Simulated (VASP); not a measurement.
Band structure of AlNi (space group Pm-3m). Calculation: PBE GGA, VASP's PBE PAW potentials (set 64) (plane waves; VASP).

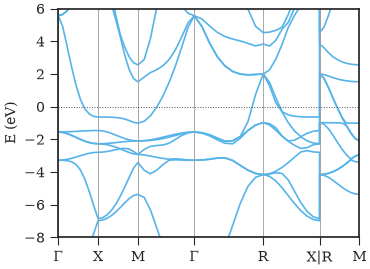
Fig. 1. Bands along high-symmetry lines, zero at the valence-band maximum or, without a gap, the Fermi level

### Question
Read the plot: is there a gap, and where are the band edges?

### Answer
It has no gap at this level: it comes out as a metal or semimetal.

The structure comes from a computed database's AlNi entry (Pm-3m); how it stands against other phases isn't given here. The cell was not relaxed at this level. The run is not spin-polarised, so no magnetic state was tried. The electron count is odd and the run is not spin-polarised, which forces a metal.
